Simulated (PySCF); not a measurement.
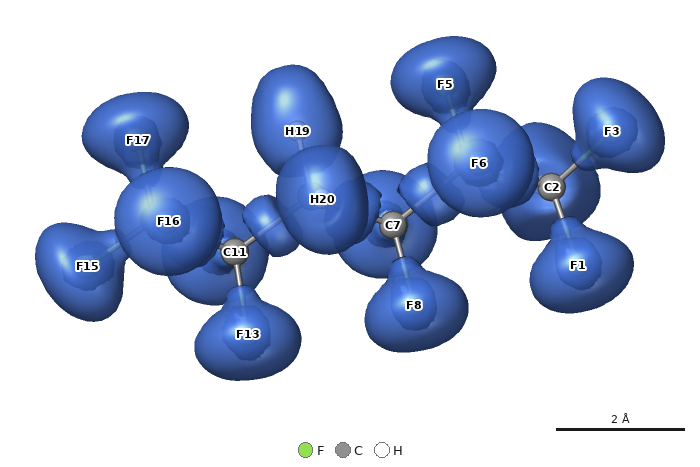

Figure. C₆H₃F₁₁ (SMILES FC(F)C(F)(F)C(F)(F)CC(F)(F)C(F)(F)F). Isosurface of the electron localisation function at 0.75 (blue), seen at a tilt. Core shells and regions of very low density are left out.

Geometry: GFN2-xTB.

Method: PBE0/6-31G*, SCF density, gas phase, non-relativistic (PySCF 2.14.0).

```xyz
20

F    -3.5163    0.4352   -1.0276
C    -3.2135   -0.4158   -0.0389
F    -4.1822   -0.3257    0.8846
C    -1.8527   -0.0445    0.6028
F    -1.6145   -0.9064    1.6198
F    -1.8843    1.1863    1.1463
C    -0.6585   -0.1369   -0.3960
F    -0.8714    0.7086   -1.4197
F    -0.6761   -1.3843   -0.9230
C     0.6638    0.1604    0.3160
C     1.8785    0.0442   -0.6076
F     2.0066   -1.1989   -1.1147
F     1.7999    0.8858   -1.6566
C     3.1843    0.3763    0.1758
F     4.2622    0.2905   -0.5854
F     3.1228    1.6119    0.6769
F     3.3315   -0.4613    1.2052
H    -3.1859   -1.4448   -0.4322
H     0.7833   -0.5509    1.1378
H     0.6174    1.1811    0.7059
```

Where are the electrons localised?

Answer. The ELF exceeds this value in five regions between bonded C–C atoms (shared pairs), three regions around hydrogen nuclei and eleven regions on F in which the atom's valence shell and bonds are merged. Along the contacts the grid gives the following. C–F (1.32 Å): the ELF peaks at about 0.85 between the atoms; a shared but strongly polarised pair. C–C (1.53 Å): the ELF peaks at about 0.95 between the atoms: a shared electron pair.
